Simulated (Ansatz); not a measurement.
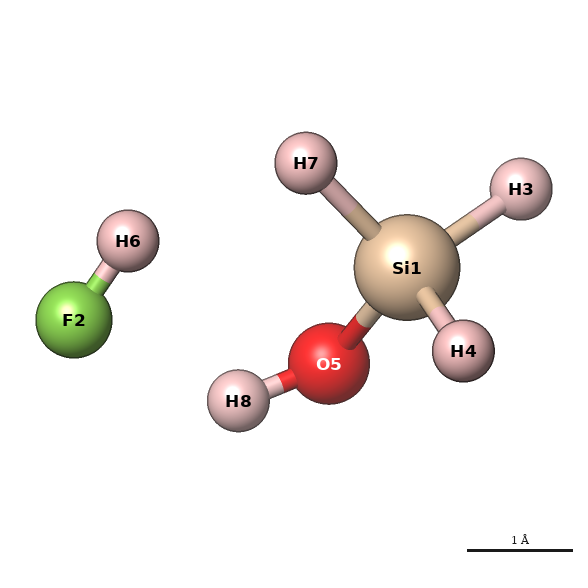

Computed geometry: PBE0-D4/def2-TZVP optimisation.

Find the hydrogen bonds (donors O, N, F, S or Cl) and give their geometry.

| D–H···A | D–H (Å) | H···A (Å) | angle (°) | kind |
| --- | --- | --- | --- | --- |
| O5–H8···F2 | 0.96 | 2.23 | 131 | intermolecular |
